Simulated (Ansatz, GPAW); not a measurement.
# Work function of C/Cr(110) at several levels

Aim: the work function of both faces of C/Cr(110), and its spread over functionals and bases.

Main program and level: GPAW 26.7.0 and Ansatz 0.2.0; Ansatz plane waves; slab in vacuum with a dipole correction, relaxation, in the first sound run; inputs show where later runs differ.

### 1. Set-up

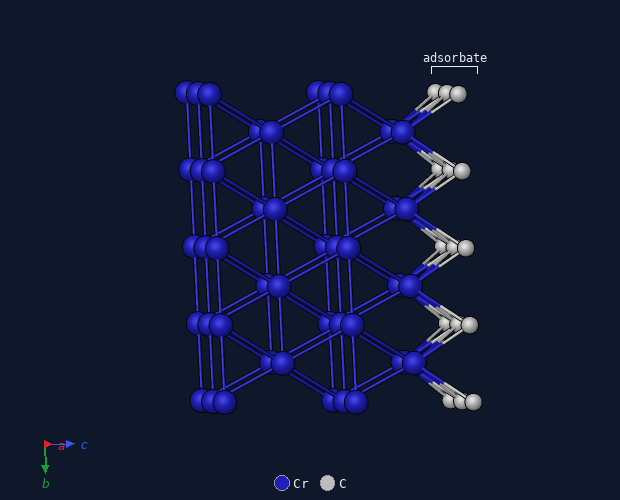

Start, viewed from the side, with the c axis across the page; chromium blue, carbon light grey. 2×4×1 cells are drawn. Some periodic images of atoms are drawn too.

The cell holds 5 atoms: 4 Cr and 1 C. Cell: a = 2.494 Å, b = 2.494 Å, c = 21.706 Å, α = 90.0°, β = 90.0°, γ = 70.5°. Vacuum lies along c.

### 2. Relaxing the atoms

Forces are removed first; all later runs use this geometry. The lowest 2 atoms are held at bulk positions and keep their forces.

Input file input.yaml:

```yaml
crystal:
  lattice:
    - [2.0364675298, -1.44, 0.0]
    - [2.0364675298, 1.44, 0.0]
    - [0.0, 0.0, 21.7059300712]
  atoms:
    - { symbol: Cr, position: [0.0, 0.0, 0.322492516] }
    - { symbol: Cr, position: [0.5, 0.5, 0.416313307] }
    - { symbol: Cr, position: [0.0, 0.0, 0.5101340981] }
    - { symbol: Cr, position: [0.5, 0.5, 0.6039548891] }
    - { symbol: C, position: [0.0, 0.0, 0.677507484] }
kpoints:
  mp_grid: { grid: [13, 13, 1] }
hamiltonian:
  xc: pbe
scf:
  occupations: { method: fermi_dirac, width: 0.1 }
efield:
  axis: 3
  dipole_correction: true
  ramp_width: 0.05
relax:
  f_tol: 0.02
  max_steps: 60
  constraints: [{ sites: [0, 1] }]
output:
  write_potential: true
  write_density: true
  volumetric_format: npy
```

The run is started by

```
$ ansatz run input.yaml --threads 4 --pin off --max-ram 8192MiB --backend cpu --events-out ev --progress --plain --runs-dir out
```

Numbers of over 12 decimals in the logs are rounded to 6 here.

Output:

```text
Engine: ansatz 0.2.0, aarch64-unknown-linux-gnu
Pseudopotentials: kind: paw
Pseudopotential: Cr, paw, valence charge 14, recommended cutoff 420 eV (normal), Cr.paw.azcp
Pseudopotential: C, paw, valence charge 4, recommended cutoff 420 eV (normal), C.paw.azcp
Functional definition: PBE
  parameter kappa = 0.804
  parameter beta = 0.066725
  exchange = pbe_x(kappa = kappa, mu = beta*pi^2/3)
  correlation = pbe_c(beta = beta)
Crystal: 5 atoms, lattice volume = 127.306 Å³
Basis set: ecut = 420 eV, 2483 PW (Γ), exchange–correlation on 36×36×300 points (8 copies of the dense FFT grid, shifted against one another)
Bands: 36, of which v1, the nominal top of the filled ones, is band 30 counted from 1 (29 counted from 0)
Symmetry: 4 space group operations
Space group: Cmm2 (ITA 35), of the structure as read, at distance tolerance 5.0e-5 Å
k-points: 49 of 169
Non-local potential: Cr, projectors of the file, l = 0: 3, l = 1: 2, l = 2: 3, l = 3: 1
Non-local potential: C, projectors of the file, l = 0: 2, l = 1: 2, l = 2: 1
PAW form: soft (Blöchl's): semilocal exchange-correlation on the pseudo side does not see the compensation charge
PAW one-centre angular grid: Cr, 590 points (default); XC on 64 Gauss nodes
PAW one-centre angular grid: C, 110 points (default); XC on 64 Gauss nodes
Initial density: superposition of atomic densities (neutral atoms: chi_scale 0, normalization atom), corrected by the library's trained network
Initial wavefunctions: pseudopotential atomic-orbital guess
Functional: x = pbe(κ = 0.804, μ = 0.219515), c = pbe(β = 0.066725)
SCF iter   1: F=—  HF=-13757.071842 eV  |F-HF|=—  |Δ(HF+E_count)|=         —  Δρ=1.23e-2  dr2=1.78e0  ethr=1.77e-3  p=-0.062 e·Å  D=-8.75e-2 V/Å  ΔV_dip=1.90 eV  dr2_dipole=2.55e-1  V_vac-E_F(+/−)=6.32/4.43 eV  ⟨swp⟩=8.3  Hψ=17938  notcnv=0
efield: sawtooth ramp at fractional position 0.9750 (placed from the atoms, in the widest stretch of the axis that holds none; the zero of the levels goes with the place), width 0.0500; the density the first Hamiltonian is built on has a dipole p = -0.062 e·Å; the dipole correction subtracts the counter field D = -8.75e-2 V/Å, which shifts the + side's vacuum level by +1.90 eV against the − side's; the planar-averaged density in the ramp window peaks in size at 9.7e-5 e/Å³
automatic band count: the SCF goes on with 42 bands, as 36 were too few: the levels above may hold too much charge
preconditioner: auto → LDOS  [metal: Δε(μ)=0.052 eV  Ē_g=4.450 eV  σ=0.100 eV  W_gap=0.13  n_scr=16 (ndim 8)  ℏωp=17.4 eV  f_vac=0.502  D(μ)=3.75/eV (n_scr^D=14)  β→1.0]
SCF iter   2: F=—  HF=-13757.062155 eV  |F-HF|=—  |Δ(HF+E_count)|=   9.69e-3  Δρ=1.18e-2  dr2=1.24e0  ethr=1.77e-3  p=-0.085 e·Å  D=-1.21e-1 V/Å  ΔV_dip=2.63 eV  dr2_dipole=2.91e-1  V_vac-E_F(+/−)=7.40/4.77 eV  ⟨swp⟩=2.0  Hψ=2795  notcnv=0
SCF iter   3: F=—  HF=-13757.020791 eV  |F-HF|=—  |Δ(HF+E_count)|=   4.14e-2  Δρ=1.37e-3  dr2=6.44e-3  ethr=1.77e-3  p=-0.073 e·Å  D=-1.04e-1 V/Å  ΔV_dip=2.25 eV  dr2_dipole=8.95e-4  V_vac-E_F(+/−)=7.01/4.75 eV  ⟨swp⟩=2.0  Hψ=2426  notcnv=0
SCF iter   4: F=—  HF=-13757.020327 eV  |F-HF|=—  |Δ(HF+E_count)|=   4.64e-4  Δρ=4.12e-4  dr2=7.36e-4  ethr=1.07e-5  p=-0.073 e·Å  D=-1.04e-1 V/Å  ΔV_dip=2.27 eV  dr2_dipole=1.58e-5  V_vac-E_F(+/−)=7.07/4.80 eV  ⟨swp⟩=2.2  Hψ=3094  notcnv=0
SCF iter   5: F=—  HF=-13757.020332 eV  |F-HF|=—  |Δ(HF+E_count)|=   4.64e-6  Δρ=3.61e-4  dr2=1.92e-4  ethr=1.23e-6  p=-0.073 e·Å  D=-1.04e-1 V/Å  ΔV_dip=2.26 eV  dr2_dipole=2.26e-5  V_vac-E_F(+/−)=7.10/4.84 eV  ⟨swp⟩=2.5  Hψ=3355  notcnv=0
SCF iter   6: F=—  HF=-13757.020309 eV  |F-HF|=—  |Δ(HF+E_count)|=   2.28e-5  Δρ=1.29e-4  dr2=5.68e-5  ethr=3.21e-7  p=-0.073 e·Å  D=-1.04e-1 V/Å  ΔV_dip=2.25 eV  dr2_dipole=2.82e-5  V_vac-E_F(+/−)=7.11/4.85 eV  ⟨swp⟩=2.7  Hψ=3170  notcnv=0
SCF iter   7: F=-13757.020308 eV  HF=-13757.020309 eV  |F-HF|=1.06e-6  |Δ(HF+E_count)|=   2.61e-7  Δρ=3.67e-5  dr2=2.54e-6  ethr=1.67e-8  p=-0.073 e·Å  D=-1.03e-1 V/Å  ΔV_dip=2.24 eV  dr2_dipole=5.46e-7  V_vac-E_F(+/−)=7.11/4.86 eV  ⟨swp⟩=11.3  Hψ=17326  notcnv=0
SCF 1 converged in 7 iterations: F = -13757.020308 eV  dr2 = 2.54e-6
  greatest PAW one-centre occupation: 1.000 electrons in one spin orbital (limit 2), on the Cr atom at site 1 (counted from 0), in its partial waves of l = 0
relax step   1: F+E_penalty+E_count = -13757.02030775 eV  Δ(F+E_penalty+E_count) = +0.000e0 eV  max|allowed force component| = 2.439e0 eV/Å  Δτ_max = 0.0000 Å  (7 SCF iters, dr2 threshold 1.00e-5 eV, accepted)
Bands: 42, of which v1, the nominal top of the filled ones, is band 30 counted from 1 (29 counted from 0)
Initial density: handed on by an earlier stage of this run
Initial wavefunctions: those handed on with the density
iter 1 solved again at ethr=2.27e-3 eV; its pass at ethr=3.10e-3 eV (dr2=1.36e0 eV) is discarded
SCF iter   1: F=—  HF=-13757.445682 eV  |F-HF|=—  |Δ(HF+E_count)|=         —  Δρ=1.39e-2  dr2=1.46e0  ethr=2.27e-3  p=-0.073 e·Å  D=-1.03e-1 V/Å  ΔV_dip=2.24 eV  dr2_dipole=7.49e-1  V_vac-E_F(+/−)=7.17/4.93 eV  ⟨swp⟩=1.1  Hψ=7305  notcnv=0
efield: sawtooth ramp at fractional position 0.9750 (handed on by an earlier solve), width 0.0500; the density the first Hamiltonian is built on has a dipole p = -0.073 e·Å; the dipole correction subtracts the counter field D = -1.03e-1 V/Å, which shifts the + side's vacuum level by +2.24 eV against the − side's; the planar-averaged density in the ramp window peaks in size at 5.7e-6 e/Å³
preconditioner: auto → LDOS  [metal: Δε(μ)=0.006 eV  Ē_g=4.578 eV  σ=0.100 eV  W_gap=0.02  n_scr=16 (ndim 8)  ℏωp=17.4 eV  f_vac=0.508  D(μ)=4.00/eV (n_scr^D=16)  β→1.0]
SCF iter   2: F=—  HF=-13757.428547 eV  |F-HF|=—  |Δ(HF+E_count)|=   1.71e-2  Δρ=8.90e-3  dr2=3.22e-1  ethr=2.27e-3  p=-0.071 e·Å  D=-1.01e-1 V/Å  ΔV_dip=2.20 eV  dr2_dipole=4.72e-2  V_vac-E_F(+/−)=7.06/4.87 eV  ⟨swp⟩=2.5  Hψ=3451  notcnv=0
SCF iter   3: F=—  HF=-13757.411311 eV  |F-HF|=—  |Δ(HF+E_count)|=   1.72e-2  Δρ=5.71e-3  dr2=8.48e-2  ethr=5.36e-4  p=-0.069 e·Å  D=-9.82e-2 V/Å  ΔV_dip=2.13 eV  dr2_dipole=1.40e-2  V_vac-E_F(+/−)=7.01/4.88 eV  ⟨swp⟩=2.5  Hψ=3731  notcnv=0
SCF iter   4: F=—  HF=-13757.402236 eV  |F-HF|=—  |Δ(HF+E_count)|=   9.08e-3  Δρ=1.04e-3  dr2=4.94e-3  ethr=1.41e-4  p=-0.068 e·Å  D=-9.69e-2 V/Å  ΔV_dip=2.10 eV  dr2_dipole=1.60e-3  V_vac-E_F(+/−)=6.97/4.87 eV  ⟨swp⟩=2.0  Hψ=3297  notcnv=0
[...]
SCF iter   3: F=—  HF=-13757.803987 eV  |F-HF|=—  |Δ(HF+E_count)|=   1.41e-1  Δρ=4.49e-3  dr2=1.95e-1  ethr=3.10e-3  p=-0.055 e·Å  D=-7.79e-2 V/Å  ΔV_dip=1.69 eV  dr2_dipole=7.95e-2  V_vac-E_F(+/−)=6.57/4.88 eV  ⟨swp⟩=2.2  Hψ=3417  notcnv=0  defer=2
SCF iter   4: F=—  HF=-13757.794689 eV  |F-HF|=—  |Δ(HF+E_count)|=   9.30e-3  Δρ=2.47e-3  dr2=1.77e-2  ethr=3.25e-4  p=-0.052 e·Å  D=-7.37e-2 V/Å  ΔV_dip=1.60 eV  dr2_dipole=2.82e-3  V_vac-E_F(+/−)=6.46/4.86 eV  ⟨swp⟩=2.1  Hψ=3437  notcnv=0  defer=2
SCF iter   5: F=—  HF=-13757.794076 eV  |F-HF|=—  |Δ(HF+E_count)|=   6.12e-4  Δρ=1.14e-3  dr2=2.22e-3  ethr=2.95e-5  p=-0.050 e·Å  D=-7.17e-2 V/Å  ΔV_dip=1.56 eV  dr2_dipole=2.58e-4  V_vac-E_F(+/−)=6.41/4.85 eV  ⟨swp⟩=2.0  Hψ=2612  notcnv=0  defer=2
SCF iter   6: F=—  HF=-13757.793850 eV  |F-HF|=—  |Δ(HF+E_count)|=   2.26e-4  Δρ=3.13e-4  dr2=4.20e-4  ethr=3.69e-6  p=-0.050 e·Å  D=-7.11e-2 V/Å  ΔV_dip=1.54 eV  dr2_dipole=1.75e-4  V_vac-E_F(+/−)=6.39/4.85 eV  ⟨swp⟩=2.6  Hψ=2877  notcnv=0  defer=2
SCF iter   7: F=—  HF=-13757.793842 eV  |F-HF|=—  |Δ(HF+E_count)|=   8.27e-6  Δρ=1.18e-4  dr2=4.28e-5  ethr=1.67e-7  p=-0.050 e·Å  D=-7.07e-2 V/Å  ΔV_dip=1.53 eV  dr2_dipole=2.12e-5  V_vac-E_F(+/−)=6.38/4.85 eV  ⟨swp⟩=12.2  Hψ=18780  notcnv=0
SCF iter   8: F=-13757.793839 eV  HF=-13757.793845 eV  |F-HF|=5.58e-6  |Δ(HF+E_count)|=   2.67e-6  Δρ=4.62e-5  dr2=5.41e-6  ethr=7.14e-8  p=-0.049 e·Å  D=-7.04e-2 V/Å  ΔV_dip=1.53 eV  dr2_dipole=1.59e-6  V_vac-E_F(+/−)=6.38/4.85 eV  ⟨swp⟩=12.4  Hψ=17944  notcnv=0
SCF 3 converged in 8 iterations: F = -13757.793839 eV  dr2 = 5.41e-6
relax step   3: F+E_penalty+E_count = -13757.79383926 eV  Δ(F+E_penalty+E_count) = -3.922e-1 eV  max|allowed force component| = 2.904e-1 eV/Å  Δτ_max = 0.1949 Å  (8 SCF iters, dr2 threshold 1.00e-4 eV, accepted)
[...]
relax step   4: F+E_penalty+E_count = -13757.81303365 eV  Δ(F+E_penalty+E_count) = -1.919e-2 eV  max|allowed force component| = 5.546e-2 eV/Å  Δτ_max = 0.1049 Å  (7 SCF iters, dr2 threshold 5.27e-6 eV, accepted)
SCF iter   1: F=—  HF=-13757.813409 eV  |F-HF|=—  |Δ(HF+E_count)|=         —  Δρ=9.31e-4  dr2=4.45e-3  ethr=1.72e-5  p=-0.047 e·Å  D=-6.69e-2 V/Å  ΔV_dip=1.45 eV  dr2_dipole=9.58e-4  V_vac-E_F(+/−)=6.31/4.85 eV  ⟨swp⟩=2.1  Hψ=4015  notcnv=0  defer=2
efield: sawtooth ramp at fractional position 0.9750 (handed on by an earlier solve), width 0.0500; the density the first Hamiltonian is built on has a dipole p = -0.047 e·Å; the dipole correction subtracts the counter field D = -6.69e-2 V/Å, which shifts the + side's vacuum level by +1.45 eV against the − side's; the planar-averaged density in the ramp window peaks in size at 2.8e-6 e/Å³
preconditioner: auto → LDOS  [metal: Δε(μ)=0.002 eV  Ē_g=4.860 eV  σ=0.100 eV  W_gap=0.01  n_scr=16 (ndim 8)  ℏωp=17.4 eV  f_vac=0.523  D(μ)=4.73/eV (n_scr^D=16)  β→1.0]
SCF iter   2: F=—  HF=-13757.813323 eV  |F-HF|=—  |Δ(HF+E_count)|=   8.62e-5  Δρ=6.46e-4  dr2=8.75e-4  ethr=7.41e-6  p=-0.047 e·Å  D=-6.67e-2 V/Å  ΔV_dip=1.45 eV  dr2_dipole=2.56e-5  V_vac-E_F(+/−)=6.30/4.86 eV  ⟨swp⟩=1.1  Hψ=2460  notcnv=0  defer=2
SCF iter   3: F=—  HF=-13757.813261 eV  |F-HF|=—  |Δ(HF+E_count)|=   6.20e-5  Δρ=3.32e-4  dr2=1.77e-4  ethr=1.46e-6  p=-0.047 e·Å  D=-6.69e-2 V/Å  ΔV_dip=1.45 eV  dr2_dipole=4.31e-7  V_vac-E_F(+/−)=6.31/4.85 eV  ⟨swp⟩=2.1  Hψ=2752  notcnv=0  defer=2
SCF iter   4: F=—  HF=-13757.813246 eV  |F-HF|=—  |Δ(HF+E_count)|=   1.48e-5  Δρ=4.65e-5  dr2=2.50e-6  ethr=2.95e-7  p=-0.047 e·Å  D=-6.68e-2 V/Å  ΔV_dip=1.45 eV  dr2_dipole=6.09e-8  V_vac-E_F(+/−)=6.30/4.85 eV  ⟨swp⟩=2.1  Hψ=2851  notcnv=0  defer=2
SCF iter   5: F=—  HF=-13757.813176 eV  |F-HF|=—  |Δ(HF+E_count)|=   7.06e-5  Δρ=1.25e-5  dr2=2.08e-7  ethr=4.16e-9  p=-0.047 e·Å  D=-6.68e-2 V/Å  ΔV_dip=1.45 eV  dr2_dipole=4.02e-8  V_vac-E_F(+/−)=6.30/4.85 eV  ⟨swp⟩=3.2  Hψ=3953  notcnv=0  defer=2
SCF iter   6: F=-13757.813176 eV  HF=-13757.813176 eV  |F-HF|=1.37e-7  |Δ(HF+E_count)|=   1.80e-7  Δρ=4.46e-6  dr2=2.70e-8  ethr=1.67e-10  p=-0.047 e·Å  D=-6.68e-2 V/Å  ΔV_dip=1.45 eV  dr2_dipole=7.93e-9  V_vac-E_F(+/−)=6.30/4.85 eV  ⟨swp⟩=10.8  Hψ=14234  notcnv=0
SCF 5 converged in 6 iterations: F = -13757.813176 eV  dr2 = 2.70e-8
relax step   5: F+E_penalty+E_count = -13757.81317614 eV  Δ(F+E_penalty+E_count) = -1.425e-4 eV  max|allowed force component| = 6.348e-3 eV/Å  Δτ_max = 0.0061 Å  (6 SCF iters, accepted)
NSCF: frozen V_eff on 49 k-points
the band table was solved once a step of the walk had ended and its energy, with any forces and stress, was formed, with the checks that follow a solve (10199 applications of the Hamiltonian). They found nothing against the state; the energy, forces and stress were not computed again (output.eigenvalues in the input reference)
WARN: The output density's exchange-correlation potential varies sharply where the density is thin. Do not read a vacuum level from v_tot or v_xc, or from such a field of the output density. On a cell that repeats whose density bears no net charge and no dipole along the vacuum's axis use v_es (v_loc + v_h of the components); under efield.dipole_correction with no amplitude use v_es + v_field, which holds any externa [...]
SCF converged after 6 iterations
Free energy (F): -13757.813176 eV
Harris-Foulkes:  -13757.813176 eV  (|F-HF|=1.37e-7)
Internal energy: -13757.654006 eV  (E = F + TS)
E sigma→0 (E₀):  -13757.733591 eV
Entropy (-TS):   -0.159170 eV (-31.834 meV/atom)
Fermi energy:    4.383016 eV
Dipole field:    D = -0.066663 V/Å  (p = -0.046900 e·Å, saw-weighted, corrected)
Work function:   Φ+ = 6.3032 eV   Φ− = 4.8562 eV
Levels:          The Fermi level and band energies are counted from a zero that moves with the ramp; work functions are not
--- Per-component energies (eV) ---
  E_band       = -1427.678362
  E_kinetic    = 1456.690732
  E_local      = -79348.597225  (includes V_loc(G=0)·N_el)
  E_nonlocal   = 343.793822
  E_hartree    = 38928.844607
  E_xc         = -605.695727
  E_vxc        = -770.771250  (∫ρ·V_xc dr)
  E_paw        = -4878.670629  (= ΣΔE_a)
  E_vpaw       = -964.317514  (= ΣTr[D̂ρ^β])
  E_aug_tail   = 0.001477  (compensation charges beyond the density's cutoff)
  E_efield     = 0.001563  (sawtooth field / dipole correction)
  E_vefield    = -2.142488  (∫n·V_field dr)
  E_ewald      = 30345.977374
  E_smearing   = -0.159170  (= −TS)
  E_closure    = -0.000000  (closes the sum)
  Σ components = -13757.813176   (vs F -13757.813176, Δ=0.00e0)
--- Forces (eV/Å), atoms counted from 1 ---
  atom   1  Cr     0.00000000     0.00000000     0.73720432
  atom   2  Cr     0.00000000    -0.00000000    -0.73793462
  atom   3  Cr     0.00000000     0.00000000     0.00634843
  atom   4  Cr     0.00000000    -0.00000000    -0.00340416
  atom   5  C      0.00000000    -0.00000000    -0.00219011
  max |Σ_I F_I| component: 2.39e-5 eV/Å
--- Band table (eV; the first three rows and the last of 49) ---
  k-point 0: bands = [... 26 lower, 3.3903, 3.4553, 3.6012, 3.9502, 4.0901, 4.8321, 5.2601, 5.3138, ... 8 higher]
  k-point 1: bands = [... 26 lower, 3.3677, 3.4048, 3.5814, 4.0149, 4.1082, 4.4390, 5.1721, 5.2400, ... 8 higher]
  k-point 2: bands = [... 26 lower, 3.0764, 3.2585, 3.7248, 3.9903, 4.0640, 4.5117, 5.0653, 5.1425, ... 8 higher]
  k-point 48: bands = [... 26 lower, 3.1926, 3.9103, 4.7618, 5.2212, 5.2408, 5.4540, 5.9520, 6.4440, ... 8 higher]
--- Relaxed structure (5 steps of the walk, 5 accepted, 0 SCFs on fresh bases) ---
  F+E_penalty+E_count = -13757.81317614 eV   max|allowed force component| = 6.348e-3 eV/Å
  atoms:
    - { symbol: Cr, position: [0.0, 0.0, 0.322492516] }
    - { symbol: Cr, position: [0.5, 0.5, 0.416313307] }
    - { symbol: Cr, position: [1.1737642014653588e-18, -1.1737642014653588e-18, 0.507329] }
    - { symbol: Cr, position: [0.5, 0.5, 0.603771] }
    - { symbol: C, position: [9.572994086321818e-18, -9.572994086321818e-18, 0.654626] }
```

The job ended after 33 s (4 threads of Arm Neoverse V2, shared host; peak memory 0.54 GiB; 2.2 min of CPU time).

This run has no spin polarisation, although Cr can carry a moment.

Relaxation path:

| step | energy less that of the first step (eV) | largest force component (eV/Å) |
| --- | --- | --- |
| 1 | 0.0000 | 2.4393 |
| 2 | -0.3813 | 2.1088 |
| 3 | -0.7735 | 0.2904 |
| 4 | -0.7927 | 0.0555 |
| 5 | -0.7929 | 0.0063 |

The run keeps the 4 symmetry operations that it works with, so distortions that break them were not tested.

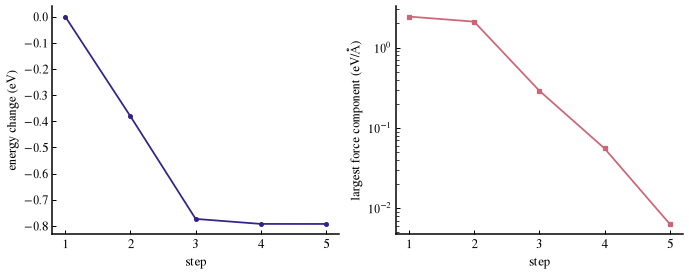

Energy and largest force along the relaxation.

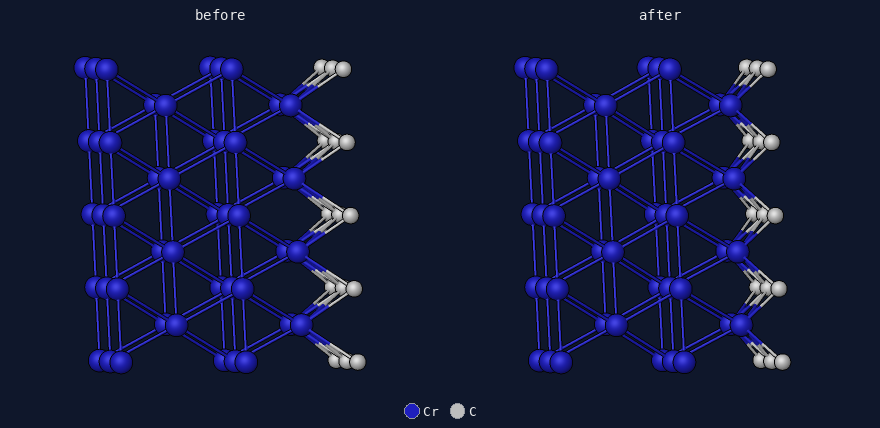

The structure before and after the relaxation, drawn at the same scale.

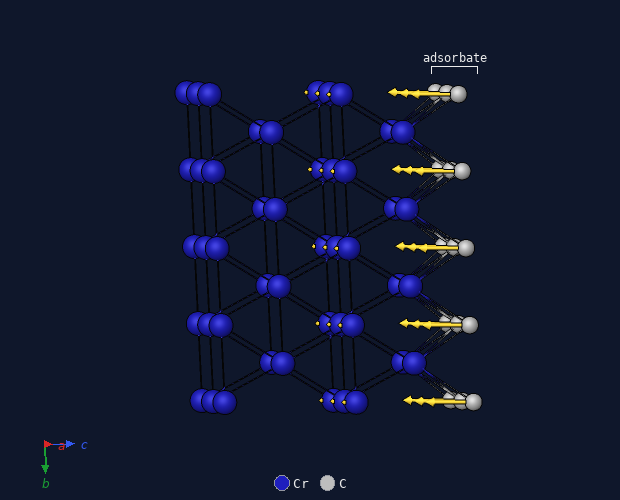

Displacements in the relaxation, exaggerated; the longest in the cell stands for 0.50 Å. 2×4×1 cells are drawn. Some periodic images of atoms are drawn too.

The atoms that moved most (Å):

```
atom     dx     dy      dz  length
  C5  0.000  0.000  -0.497   0.497
 Cr3  0.000  0.000  -0.061   0.061
```

Final coordinates:

```xyz
5
Lattice="2.0365 -1.4400 0.0000 2.0365 1.4400 0.0000 0.0000 0.0000 21.7059" Properties=species:S:1:pos:R:3
Cr    0.0000    0.0000    7.0000
Cr    2.0365    0.0000    9.0365
Cr    0.0000    0.0000   11.0120
Cr    2.0365    0.0000   13.1054
C     0.0000    0.0000   14.2093
```

This step gave:

| Quantity | Value |
| --- | --- |
| free energy | -13757.8132 eV |
| smearing term TS | 0.1592 eV |
| symmetry operations | 4 |
| upper work function | 6.303 eV |
| lower work function | 4.856 eV |
| dipole along the normal | -0.04690 e·Å |
| dipole field | -0.06666 V/Å |
| vacuum level above | 10.69 eV |
| vacuum level below | 9.239 eV |

The electrostatic potential energy of an electron (with the applied field's), less the Fermi level, planar mean oscillates, so the rows of the table below give means over windows of 2 Å about each position, cut where the curve ends. Its maxima inside the range that stand out by 2 % of the span (Å: eV): 8.0: -2.06, 10.0: -2.65, 12.0: -1.78, 19.0: 6.31. Its minima: 6.9: -16.1, 9.0: -16.4, 11.0: -16.5, 13.2: -16.8.

Table of electrostatic potential energy of an electron (with the applied field's), less the Fermi level, planar mean by z; means over each step:

| z (Å) | electrostatic potential energy of an electron (with the applied field's), less the Fermi level, planar mean (eV) |
| --- | --- |
| 0 | 5.05 |
| 2 | 4.85 |
| 4 | 4.76 |
| 6 | -3.30 |
| 8 | -9.68 |
| 10 | -10.3 |
| 12 | -9.41 |
| 14 | -10.5 |
| 16 | 5.87 |
| 18 | 6.30 |
| 20 | 6.30 |

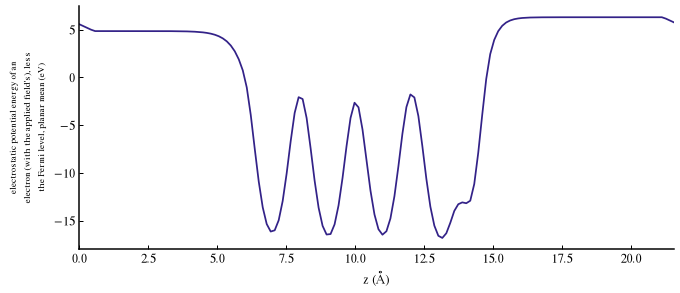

Electrostatic potential energy of an electron (with the applied field's), less the Fermi level, planar mean, plotted against z.

(Part 1 of 3 ends here.)

[Logs are printed without paths, hosts, clocks, repeated set-up lines and the standing remarks that a program may print on its own settings, such as how far it seeks lower states.]

[Hosts, paths, dates, database ids (printed as entryN), source tags and the programs' standing remarks are cut or masked in the printed files.]
